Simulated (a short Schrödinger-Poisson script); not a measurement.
Structure: MOS inversion layer, SiO2 on p-type Si(100), at 300 K.

```
layer  material  thickness (nm)  Na (cm⁻³)
-----  --------  --------------  ---------
1          SiO2             2.8          -
2            Si             340     1.6e18
```

Constants are typed, rounded textbook-type inputs, not results; the design itself was drawn at random and stands for no fabricated device. SiO2: permittivity 3.9, conduction-band edge (eV) 3.15, gap (eV) 9, electron mass (mₑ) 0.5. Si: permittivity 11.7, conduction-band edge (eV) 0, gap (eV) 1.124, Nv at 300 K (cm⁻³) 3.1e19.

Channel valleys (confinement mass, in-plane density-of-states mass, number): Δ2 0.916, 0.19, 2; Δ4 0.19, 0.417, 4. At the gate the conduction-band edge of layer 1 lies 3.38 eV − eVg above the Fermi level of the channel; the field vanishes at the back. Gaps are held at their typed values at every temperature. Mesh 0.03 nm at interfaces.

From a short Schrödinger-Poisson script (our own, NumPy): 1D Poisson equation in equilibrium, electrons quantum, Hartree (BenDaniel-Duke, 12 states a valley, the channel's in-plane mass for all, wave functions free to enter the dielectric), parabolic valleys, classical holes, full ionisation, no traps, pinning or gate leakage.

Only gate voltages with over 1e8 electrons/cm² are shown.

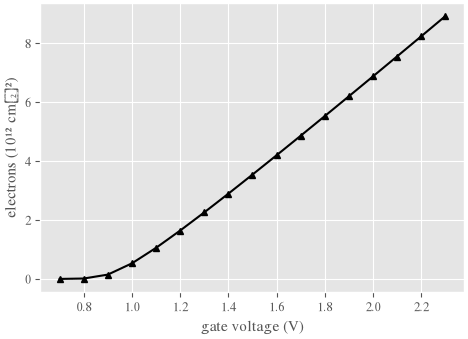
Sheet density against gate voltage

| Vg (V) | electrons (cm⁻²) | C (μF/cm²) | Δ2 E0 (meV) | Δ2 E1 (meV) | Δ4 E0 (meV) | Δ4 E1 (meV) |
|---|---|---|---|---|---|---|
| 0.7 | 9.38e8 | 0.293 | 224.3 | 319.5 | 292.6 | 448.2 |
| 0.8 | 1.49e10 | 0.329 | 152.4 | 250.4 | 222.4 | 383.1 |
| 0.9 | 1.48e11 | 0.589 | 92.3 | 193.0 | 164.0 | 328.8 |
| 1 | 5.31e11 | 0.840 | 58.1 | 161.3 | 131.4 | 299.1 |
| 1.1 | 1.06e12 | 0.946 | 39.0 | 144.4 | 113.8 | 283.5 |
| 1.2 | 1.64e12 | 0.995 | 26.0 | 133.7 | 102.4 | 273.8 |
| 1.3 | 2.26e12 | 1.02 | 16.2 | 126.1 | 94.0 | 266.9 |
| 1.4 | 2.90e12 | 1.04 | 8.1 | 120.1 | 87.4 | 261.7 |
| 1.5 | 3.54e12 | 1.05 | 1.2 | 115.4 | 81.9 | 257.6 |
| 1.6 | 4.20e12 | 1.06 | -4.9 | 111.3 | 77.1 | 254.2 |
| 1.7 | 4.86e12 | 1.07 | -10.4 | 107.9 | 73.0 | 251.3 |
| 1.8 | 5.53e12 | 1.08 | -15.5 | 104.9 | 69.2 | 248.8 |
| 1.9 | 6.20e12 | 1.08 | -20.2 | 102.2 | 65.8 | 246.6 |
| 2 | 6.88e12 | 1.09 | -24.7 | 99.8 | 62.6 | 244.7 |
| 2.1 | 7.56e12 | 1.09 | -28.9 | 97.6 | 59.7 | 242.9 |
| 2.2 | 8.24e12 | 1.10 | -32.9 | 95.5 | 56.9 | 241.4 |
| 2.3 | 8.92e12 | 1.10 | -36.8 | 93.7 | 54.3 | 239.9 |

Subbands count from the Fermi level.
